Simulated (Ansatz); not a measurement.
ClF$_{2}$HOZr···NH$_{2}$ (doublet)

The calculation's input:

```
crystal:
  periodic: [false, false, false]
  atoms:
    - { symbol: Zr, position_ang: [-0.066988, -0.070748, -0.018295] }
    - { symbol: Cl, position_ang: [-0.204165, 0.121326, 2.454021] }
    - { symbol: O, position_ang: [1.719041, -0.351207, -0.583809] }
    - { symbol: H, position_ang: [2.607432, -0.509517, -0.85487] }
    - { symbol: F, position_ang: [-0.738116, 1.514533, -0.821794] }
    - { symbol: F, position_ang: [-1.14031, -1.522353, -0.60846] }
    - { symbol: "N", position_ang: [0.401106, -0.286154, 5.304838] }
    - { symbol: H, position_ang: [-0.571466, -0.574964, 5.272788] }
    - { symbol: H, position_ang: [0.348664, 0.726985, 5.271682] }
magnetization:
  spin_polarized: true
  initial_magnetization: 1
basis:
  gaussian: { orbitals: def2-SVP }
hamiltonian:
  xc: hf
relax:
  f_tol: 0.03
  max_steps: 50
output:
  orbitals: {}
```

Command:

```sh
ansatz run input.yaml --threads 4 --pin off --max-ram 5120MiB --backend cpu --events-out ev --progress --plain --runs-dir out
```

The fields are those of the run's last geometry, not of the input's.

Core potentials replace the inner electrons of Zr.

All numbers below come from Ansatz, UHF/def2-SVP.

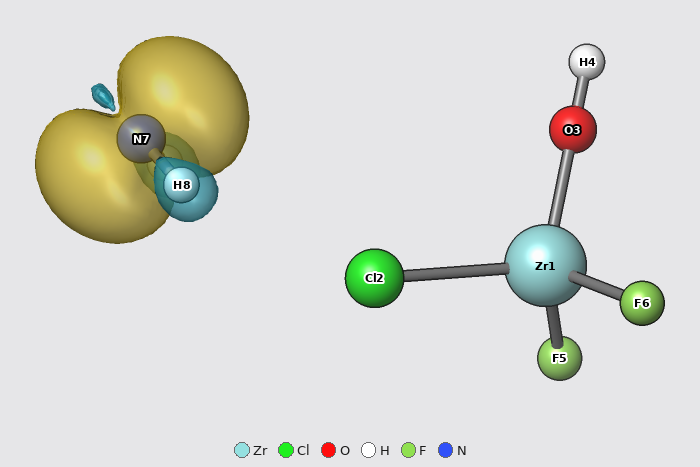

Figure 1. Isosurfaces of the spin density (α minus β) at +0.02 (yellow) and −0.02 e/Å³ (cyan), seen at a tilt.

> Where is the unpaired spin?

The unpaired spin (1 electron) lies mostly on N7 (about 0.9), in electrons by Hirshfeld's partition.

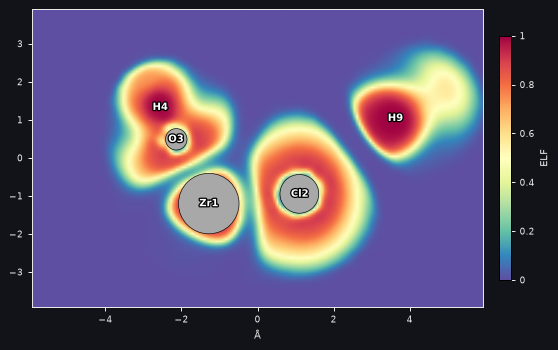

Figure 2. ELF on the plane of atoms Cl2, Zr1 and O3. Grey discs cover the atomic cores.

> Interpret the plot.

The section cuts through Zr, Cl, O and H sites. Cl2···H9 (3.21 Å): the ELF dips to about 0 between them; a non-bonded, intermolecular contact. Zr–O (1.89 Å): the ELF peaks at about 0.80 in the valence shell of O, 0.5 Å from its nucleus, and drops to about 0.15 between the two atoms. Zr–Cl (2.40 Å): the ELF peaks at about 0.85 in the valence shell of Cl, 0.9 Å from its nucleus, and is about 0.30 at the midpoint. O–H (0.94 Å): the ELF climbs to about 1 towards the hydrogen, as it does in any bond to H; an ordinary covalent bond to hydrogen.

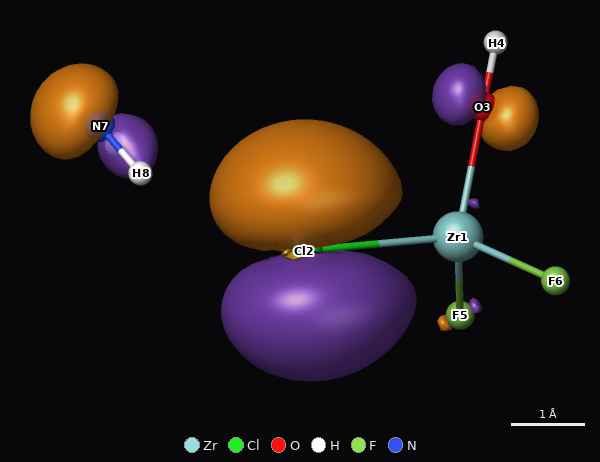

Figure 3. The HOMO (α) at ±0.1 Å⁻³ᐟ² (orange and purple are the two phases), seen at a tilt.

> Describe this orbital and give its energy.

It lies mainly on Cl2 (about 85 %); largely a lone pair of Cl2. Its energy is −12.98 eV.
